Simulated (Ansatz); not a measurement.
**AlH₃ (singlet): one geometry, many settings at distance Al1–H3 = 5.462 Å**

Aim: run AlH₃ (singlet) at one geometry under a spread of methods and options, and see what each costs and gives.

Method: the settings change from run to run; program: Ansatz 0.2.0, Gaussian basis.

21 further runs of the same task are left out: 9 for a known fault of the program, 9 that didn't finish, 3 set aside as unsound or not needed.

## Step 1: The system

The geometry derives from a PBE0/def2-TZVP stationary point (not a proven minimum). One bond is set to the value named and the two fragments are kept rigid.

4 atoms, charge 0, spin multiplicity 1.

Atoms are counted from 1 here; the program's logs count them from 0.

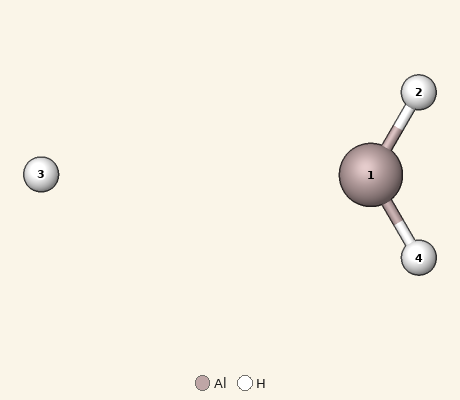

The geometry (aluminium light grey, hydrogen white); atoms are numbered from 1 in the order of the file.

As a file:

```mol
AlH3
  3D, bonds by distance, orders not assigned

  4  2  0  0  0  0  0  0  0  0999 V2000
    0.0662   -0.1121    0.0002 Al  0  0
    1.6519   -0.0971    0.0001 H   0  0
   -2.7096    4.5919   -0.0094 H   0  0
   -0.7137   -1.4930    0.0031 H   0  0
  1  2  8  0
  1  4  8  0
M  END
```

## Step 2: BCCD on RHF/cc-pVDZ

Input file in.yaml:

```yaml
crystal:
  periodic: [false, false, false]
  atoms:
    - {symbol: Al, position_ang: [0.066171, -0.112140, 0.000229]}
    - {symbol: H, position_ang: [1.651947, -0.097089, 0.000146]}
    - {symbol: H, position_ang: [-2.709601, 4.591948, -0.009380]}
    - {symbol: H, position_ang: [-0.713682, -1.492985, 0.003102]}
basis:
  gaussian: {orbitals: cc-pVDZ}
magnetization: {spin_polarized: false}
correlation: {method: bccd, electrons: outside_noble_gas}
scf: {lower_state_search: light}
```

Command:

```bash
$ ansatz run in.yaml --threads 1 --pin off --events-out ev --progress --plain --max-ram 2393MiB
```

Log, shortened:

```text
Functional definition: HF
  name "HF"
  cite "Fock, Z. Phys. 61, 126 (1930) doi:10.1007/BF01340294"
  parent pbe
[...]
309 factors; integrals over basis functions are off by at most 1.1e-3 eV
[...]
mean field -6622.49653993 eV, -243.3722589532 hartree, gradient 2.6e-6 eV, S^2 0.000000; 3 other end points of the search recorded, 0 dependent functions left out; unrestricted orbitals would lower it
[...]
determinant -6622.49653993 eV, -243.3722589532 hartree, with singles and doubles -6627.51092413 eV, -243.5565341736 hartree
determinant -6622.05209462 eV, -243.3559258893 hartree, with singles and doubles -6627.29915359 eV, -243.5487517496 hartree
determinant -6620.64349083 eV, -243.3041606547 hartree, with no singles and doubles
determinant -6622.49653993 eV, -243.3722589532 hartree, with singles and doubles -6628.42886669 eV, -243.5902679404 hartree
determinant -6622.05209462 eV, -243.3559258893 hartree, with singles and doubles -6628.41656360 eV, -243.5898158102 hartree
[...]
unrestricted determinant -6626.65385089 eV, -243.5250373130 hartree, S^2 1.0028
5 core orbitals not correlated: weight in the atoms' cores, before any rotation towards them, 1.000 or more for the frozen orbitals, at most 0.000 for the correlated occupied ones
reference -6622.49653993 eV, -243.3722589532 hartree; 3, 3 occupied and 25, 25 virtual orbitals, 309 factors
second order -4.28557464 eV of doubles, -0.00000000 eV of singles
cycle   1  -6.06820676 eV  change   -1.4e-1 eV  update   3.0e-1
[...]
cycle  17  -5.93867229 eV  change    3.1e-6 eV  update   5.5e-7
WARN: the results are in doubt because among natural orbitals full CI differs from the method by -0.092 eV
Total energy: -6628.43521222 eV, -243.5905011344 hartree
In doubt: among natural orbitals full CI differs from the method by -0.092 eV
```

It took 0.72 s on 1 thread of Arm Neoverse V2, shared host.

From the report: correlation -5.9387 eV; largest double amplitude 0.90. The program marks this result as in doubt; its last lines say why.

## Step 3: BCCD(T) on RHF/6-31G

Changes to in.yaml since step 2:

```diff
@@ -8,5 +8,5 @@
 basis:
-  gaussian: {orbitals: cc-pVDZ}
+  gaussian: {orbitals: 6-31G}
 magnetization: {spin_polarized: false}
-correlation: {method: bccd, electrons: outside_noble_gas}
-scf: {lower_state_search: light}
+correlation: {method: bccd_t, electrons: outside_noble_gas}
+accuracy: high
```

Launched as before.

Log, shortened:

```text
Functional definition: HF
  name "HF"
  cite "Fock, Z. Phys. 61, 126 (1930) doi:10.1007/BF01340294"
  parent pbe
[...]
397 factors; integrals over basis functions are off by at most 3.9e-9 eV
[...]
mean field -6621.32304272 eV, -243.3291337259 hartree, gradient 7.4e-8 eV, S^2 0.000000; 4 other end points of the search recorded, 0 dependent functions left out; unrestricted orbitals would lower it
determinant -6621.32304272 eV, -243.3291337259 hartree, with singles and doubles -6625.70373593 eV, -243.4901212320 hartree
determinant -6620.87524377 eV, -243.3126774181 hartree, with singles and doubles -6625.51441465 eV, -243.4831638033 hartree
determinant -6619.03723592 eV, -243.2451318754 hartree, with no singles and doubles
determinant -6621.32304272 eV, -243.3291337259 hartree, with singles and doubles -6626.63358200 eV, -243.5242924450 hartree
determinant -6620.87524377 eV, -243.3126774181 hartree, with singles and doubles -6626.62340090 eV, -243.5239182965 hartree
[...]
unrestricted determinant -6625.62404184 eV, -243.4871925284 hartree, S^2 1.0007
5 core orbitals not correlated: weight in the atoms' cores, before any rotation towards them, 1.000 or more for the frozen orbitals, at most 0.000 for the correlated occupied ones
reference -6621.32304272 eV, -243.3291337259 hartree; 3, 3 occupied and 11, 11 virtual orbitals, 397 factors
second order -3.80512851 eV of doubles, -0.00000000 eV of singles
cycle   1  -5.49774914 eV  change   -1.9e-1 eV  update   2.3e-1
[...]
cycle  25  -5.31306553 eV  change   6.2e-11 eV  update  1.4e-10
perturbative correction -0.24739191 eV, -0.0090914851 hartree
WARN: these amplitudes may be one of several solutions (largest doubles amplitude 0.92, level shift 9.12 eV)
Total energy: -6626.88350016 eV, -243.5334767678 hartree
```

It took 0.45 s on 1 thread of Arm Neoverse V2, shared host.

From the report: correlation -5.5605 eV; largest double amplitude 0.92. The report flags that the cluster equations may have other roots.

## Step 4: CASCI(6,7)/cc-pVDZ

Changes to in.yaml since step 3:

```diff
@@ -8,5 +8,4 @@
 basis:
-  gaussian: {orbitals: 6-31G}
-magnetization: {spin_polarized: false}
-correlation: {method: bccd_t, electrons: outside_noble_gas}
-accuracy: high
+  gaussian: {orbitals: cc-pVDZ, fitting: {mean_field: def2-universal-jkfit}}
+correlation: {active_space: {window: {electrons: 6, orbitals: 7}, fixed_orbitals: true}}
+scf: {lower_state_search: light}
```

The command is unchanged.

Log:

```text
Functional definition: HF
  name "HF"
  cite "Fock, Z. Phys. 61, 126 (1930) doi:10.1007/BF01340294"
  parent pbe
  exchange = exact_x
  correlation = 0
182 factors; integrals over basis functions are off by at most 7.4e-1 eV
mean field evaluation 1: about -6619.5960 eV, gradient 1.3e1 eV
mean field evaluation 2: about -6613.8810 eV, gradient 1.6e1 eV
mean field evaluation 4: about -6621.5240 eV, gradient 7.3e0 eV
mean field evaluation 8: about -6622.4423 eV, gradient 2.6e0 eV
mean field evaluation 16: about -6622.0542 eV, gradient 2.8e-4 eV
mean field -6622.49836322 eV, -243.3723259575 hartree, gradient 8.9e-7 eV, S^2 0.000000; 2 other end points of the search recorded, 0 dependent functions left out
reference -6622.49836322 eV, -243.3723259575 hartree; 8, 8 occupied and 25, 25 virtual orbitals, 182 factors
state -6626.28593265 eV, -243.5115165669 hartree
Total energy: -6626.28593265 eV, -243.5115165669 hartree
```

It took 0.09 s on 1 thread of Arm Neoverse V2, shared host.

From the report: 321 determinants; active occupations 1.99, 1.99, 1.06, 0.93, 0.01, 0.01, 0.00.

## Step 5: BCCD(T) on RHF/STO-3G

Input file in.yaml:

```yaml
crystal:
  periodic: [false, false, false]
  atoms:
    - {symbol: Al, position_ang: [0.066171, -0.112140, 0.000229]}
    - {symbol: H, position_ang: [1.651947, -0.097089, 0.000146]}
    - {symbol: H, position_ang: [-2.709601, 4.591948, -0.009380]}
    - {symbol: H, position_ang: [-0.713682, -1.492985, 0.003102]}
basis:
  gaussian: {orbitals: STO-3G}
magnetization: {spin_polarized: false}
correlation: {method: bccd_t, electrons: outside_noble_gas}
accuracy: high
scf: {lower_state_search: full}
```

Same command.

Log, shortened:

```text
Functional definition: HF
  name "HF"
  cite "Fock, Z. Phys. 61, 126 (1930) doi:10.1007/BF01340294"
  parent pbe
[...]
176 factors; integrals over basis functions are off by at most 1.0e-8 eV
[...]
mean field -6539.08006400 eV, -240.3067600042 hartree, gradient 2.6e-8 eV, S^2 0.000000; 1 other end points of the search recorded, 0 dependent functions left out; unrestricted orbitals would lower it
unrestricted determinant -6545.38708400 eV, -240.5385387142 hartree, S^2 1.0044
5 core orbitals not correlated: weight in the atoms' cores, before any rotation towards them, 0.999 or more for the frozen orbitals, at most 0.000 for the correlated occupied ones
reference -6539.08006400 eV, -240.3067600042 hartree; 3, 3 occupied and 4, 4 virtual orbitals, 176 factors
second order -7.67428579 eV of doubles, -0.00000000 eV of singles
cycle   1  -2.81224009 eV  change    -1.3e0 eV  update   1.6e-1
[...]
cycle  30  -7.13937637 eV  change  -3.0e-11 eV  update  2.4e-11
perturbative correction -0.27234743 eV, -0.0100085835 hartree
WARN: these amplitudes may be one of several solutions (largest doubles amplitude 0.97, level shift 15.72 eV)
Total energy: -6546.49178779 eV, -240.5791358299 hartree
```

It took 0.21 s on 1 thread of Arm Neoverse V2, shared host.

From the report: correlation -7.4117 eV; largest double amplitude 0.97. The report flags that the cluster equations may have other roots.

## Step 6: CCSDT(Q)/B on UHF/cc-pVDZ

Changes to in.yaml since step 5:

```diff
@@ -8,6 +8,5 @@
 basis:
-  gaussian: {orbitals: STO-3G}
-magnetization: {spin_polarized: false}
-correlation: {method: bccd_t, electrons: outside_noble_gas}
+  gaussian: {orbitals: cc-pVDZ}
+magnetization: {spin_polarized: true, initial_magnetization: 0}
+correlation: {method: ccsdt_q_b, electrons: valence}
 accuracy: high
-scf: {lower_state_search: full}
```

The command is unchanged.

Log, shortened:

```text
Functional definition: HF
  name "HF"
  cite "Fock, Z. Phys. 61, 126 (1930) doi:10.1007/BF01340294"
  parent pbe
[...]
620 factors; integrals over basis functions are off by at most 3.2e-9 eV
[...]
mean field -6626.65388651 eV, -243.5250386217 hartree, gradient 1.9e-8 eV, S^2 1.002785; 8 other end points of the search recorded, 0 dependent functions left out
determinant -6626.65388651 eV, -243.5250386217 hartree, with singles and doubles -6628.69619095 eV, -243.6000919256 hartree
determinant -6624.73196996 eV, -243.4544094913 hartree, with singles and doubles -6626.98368489 eV, -243.5371584887 hartree
determinant -6622.49656316 eV, -243.3722598067 hartree, with singles and doubles -6627.51095927 eV, -243.5565354647 hartree
5 core orbitals not correlated: weight in the atoms' cores, before any rotation towards them, 1.000 or more for the frozen orbitals, at most 0.000 for the correlated occupied ones
reference -6626.65388651 eV, -243.5250386217 hartree; 3, 3 occupied and 25, 25 virtual orbitals, 620 factors
second order -1.51696364 eV of doubles, -0.00000000 eV of singles
cycle   1  -1.88064852 eV  change   -3.6e-1 eV  update   5.1e-2
[...]
cycle  47  -2.08351227 eV  change  -2.4e-11 eV  update  3.2e-10
perturbative correction -0.00039569 eV, -0.0000145415 hartree
Total energy: -6628.73779447 eV, -243.6016208269 hartree
```

Wall time 6 s (1 thread of Arm Neoverse V2, shared host).

From the report: ⟨S²⟩ of the determinant 1.003 (pure singlet: 0.00); correlation -2.0839 eV; T1 0.013; largest double amplitude 0.04. The determinant is far from a pure spin state, so its energy mixes those of several spin states (harmless only where they are near-degenerate, as at dissociation).

## Step 7: CCSDT(Q)/B on RHF/aug-cc-pVDZ

Changes to in.yaml since step 6:

```diff
@@ -8,5 +8,5 @@
 basis:
-  gaussian: {orbitals: cc-pVDZ}
-magnetization: {spin_polarized: true, initial_magnetization: 0}
+  gaussian: {orbitals: aug-cc-pVDZ}
+magnetization: {spin_polarized: false}
+hamiltonian: {pseudopotentials: {relativity: scalar}}
 correlation: {method: ccsdt_q_b, electrons: valence}
-accuracy: high
```

Same command.

Log, shortened:

```text
Functional definition: HF
  name "HF"
  cite "Fock, Z. Phys. 61, 126 (1930) doi:10.1007/BF01340294"
  parent pbe
[...]
897 factors; integrals over basis functions are off by at most 2.4e-7 eV
[...]
mean field -6633.55383137 eV, -243.7786069186 hartree, gradient 4.8e-7 eV, S^2 0.000000; 2 other end points of the search recorded, 0 dependent functions left out; unrestricted orbitals would lower it
determinant -6633.55383137 eV, -243.7786069186 hartree, with singles and doubles -6638.42648224 eV, -243.9576735351 hartree
determinant -6633.02608371 eV, -243.7592125497 hartree, with singles and doubles -6638.14981052 eV, -243.9475060370 hartree
determinant -6632.38209871 eV, -243.7355465374 hartree, with singles and doubles -6634.55946333 eV, -243.8155632115 hartree
determinant -6633.55383137 eV, -243.7786069186 hartree, with singles and doubles -6639.27921941 eV, -243.9890110482 hartree
determinant -6633.02608371 eV, -243.7592125497 hartree, with singles and doubles -6639.26803279 eV, -243.9885999477 hartree
[...]
unrestricted determinant -6637.41751386 eV, -243.9205946312 hartree, S^2 1.0034
5 core orbitals not correlated: weight in the atoms' cores, before any rotation towards them, 1.000 or more for the frozen orbitals, at most 0.000 for the correlated occupied ones
reference -6633.55383137 eV, -243.7786069186 hartree; 3, 3 occupied and 46, 46 virtual orbitals, 897 factors
second order -3.82212298 eV of doubles, -0.00000000 eV of singles
cycle   1  -3.35931048 eV  change    -1.0e0 eV  update   1.7e-1
[...]
cycle  24  -6.03595470 eV  change    2.7e-8 eV  update   1.4e-7
perturbative correction -0.03148260 eV, -0.0011569641 hartree
WARN: these amplitudes may be one of several solutions (largest doubles amplitude 1.10, level shift 6.10 eV)
Total energy: -6639.62126867 eV, -244.0015811265 hartree
Relativity: scalar
```

Wall time 12 s (1 thread of Arm Neoverse V2, shared host); peak memory 0.25 GiB.

From the report: correlation -6.0674 eV; T1 0.184; largest double amplitude 1.10. The report flags that the cluster equations may have other roots.

## Step 8: All runs side by side

Where basis and cores are those of an earlier FCI/cc-pVDZ run (-6628.7385 eV), and the state is the same kind, the miss against it is given. † marks a result that the program doubts.

| level | correlated | functions | energy (eV) | from FCI (meV) | time |
| --- | --- | --- | --- | --- | --- |
| BCCD on RHF/cc-pVDZ † | outside noble gas | 33 | -6628.4352 | 303.3 | 0.72 s |
| BCCD(T) on RHF/6-31G † | outside noble gas | 19 | -6626.8835 |  | 0.45 s |
| CASCI(6,7)/cc-pVDZ |  | 33 | -6626.2859 | 2452.6 | 0.09 s |
| BCCD(T) on RHF/STO-3G † | outside noble gas | 12 | -6546.4918 |  | 0.21 s |
| CCSDT(Q)/B on UHF/cc-pVDZ | valence | 33 | -6628.7378 | 0.7 | 6 s |
| CCSDT(Q)/B on RHF/aug-cc-pVDZ (relativity set) † | valence | 54 | -6639.6213 |  | 12 s |

## Step 9: What came out

```
quantity                                                   value
    runs                                                       6
quickest                              CASCI(6,7)/cc-pVDZ, 0.09 s
 slowest  CCSDT(Q)/B on RHF/aug-cc-pVDZ (relativity set) †, 12 s
```

In words: Total energies in different bases, with other cores or another treatment of relativity can't be set against each other. CCSDT(Q)/B on RHF/aug-cc-pVDZ (relativity set) † took 134 times as long as CASCI(6,7)/cc-pVDZ; the jobs differ in more than the method. Among the correlated runs with a miss given, it spans +1 to +303 meV. Hartree-Fock, CASSCF and CASCI lack dynamic correlation by design.
